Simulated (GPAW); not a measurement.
Band structure of FePt (P4/mmm, 2 atoms in the cell).

```
CELL_PARAMETERS angstrom
      2.72000     0.00000     0.00000
      0.00000     2.72000     0.00000
      0.00000     0.00000     3.71000
ATOMIC_POSITIONS crystal
  Fe 0.00000 0.00000 0.00000
  Pt 0.50000 0.50000 0.50000
```
Moments meant for the start (each program seeds them in its own way; μB, in the order of the atoms Fe Pt): 3.0 0.0.

Level of theory: PBE, GPAW PAW datasets PBE (gpaw-data 1.0.1) (plane waves; GPAW 25.7.0).

Settings: spinpol = true; mode = pw; ecut = 850 eV; xc = PBE; kpts = 9 9 7; mesh shift (steps) = 0 0 0; occupations.name = methfessel-paxton; occupations.width = 0.1 eV; occupations.order = 0; nbands = -8; convergence.forces = 0.001 eV/Å; symmetry.symmorphic = false; symmetry.tolerance = 0.0005; maxiter = 100.

The starting cell has typed, rounded lattice constants, without a prior relaxation at this level. Spin-orbit coupling is off. The magnetic order is the one reached from the typed start; others were not searched systematically.

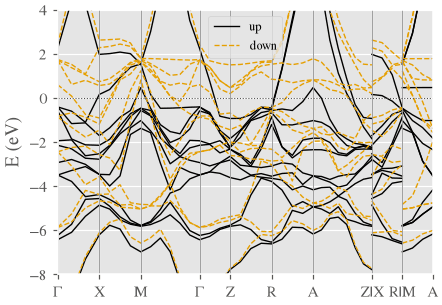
Figure. Bands along the path, energies from the Fermi level.

Levels in eV from the Fermi level, bands 10 to 17 of the first spin channel:
```csv
point,10,11,12,13,14,15,16,17
Γ,-2.15,-1.94,-0.59,-0.41,-0.41,2.24,9.83,11.67
X,-2.78,-2.54,-2.15,-1.71,0.15,1.97,10.53,10.66
M,-0.57,-0.47,-0.47,0.46,1.54,1.54,7.69,9.95
Z,-2.32,-2.32,-2.24,-2.24,-1.85,-0.94,15.82,15.85
R,-1.21,-0.86,-0.67,-0.57,-0.55,-0.46,4.79,6.76
A,-2.35,-1.83,-1.03,0.47,6.92,6.92,7.67,8.40
```

Bands cross the Fermi level along this path, so the cell is metallic at this level.

The net moment of the cell came out as 3.26 μB.
